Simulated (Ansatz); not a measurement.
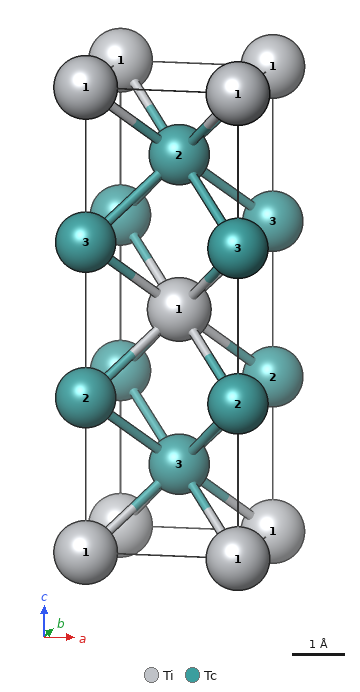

Reference structure: a crystal of TiTc2 (built on the MoSi2 type). A ball-and-stick model of the conventional cell (2 times the calculation's cell), seen slightly off an axis. Lengths and directions refer to the drawn axes.

These are results of DFT PBEsol, scalar-relativistic, plane waves, PAW (Ansatz), not measurements. Set-up: plane-wave cutoff 600 eV; k-point mesh 14 × 14 × 14; occupations gaussian; smearing width 0.05 eV; no spin polarisation.

Now this is done to it. The cell is strained by +1.0 % along a and none across it (volume +1.0 %), the atoms keeping their fractional coordinates. No relaxation follows.

The input:
```yaml
crystal:
  lattice:
    - [-1.5409526265, 1.5256956698, 4.6160380583]
    - [1.5409526265, -1.5256956698, 4.6160380583]
    - [1.5409526265, 1.5256956698, -4.6160380583]
  atoms:
    - { symbol: Ti, position: [0.0, 0.0, 0.0] }
    - { symbol: Tc, position: [0.3328301835, 0.3328301835, 0.0] }
    - { symbol: Tc, position: [0.6671698165, 0.6671698165, 0.0] }
basis:
  ecutwfc: 600
  ecutrho_ratio: 5
kpoints:
  mp_grid: { grid: [14, 14, 14] }
hamiltonian:
  xc: pbesol
scf:
  occupations: { method: gaussian, width: 0.05 }
output:
  forces: true
  stress: true
  eigenvalues: true
```

Question: What does the calculation give for the changed structure?

Answer: Some distances before and after: Tc–Tc 2.645 → 2.654 Å, Tc–Ti 2.653 → 2.662 Å. The space group (tolerance 0.01 Å) goes from I4/mmm (No. 139) to Immm (No. 71). Energy change: +1.8 meV per atom. Pressure: 0.1 GPa before, −2.5 GPa after. The principal stresses (compression positive) are −1.6 GPa along c, −1.8 GPa along b, −4.1 GPa along a. The largest forces, 0.052 eV/Å, act on Tc2 and Tc3; on Tc2 it points along −c.
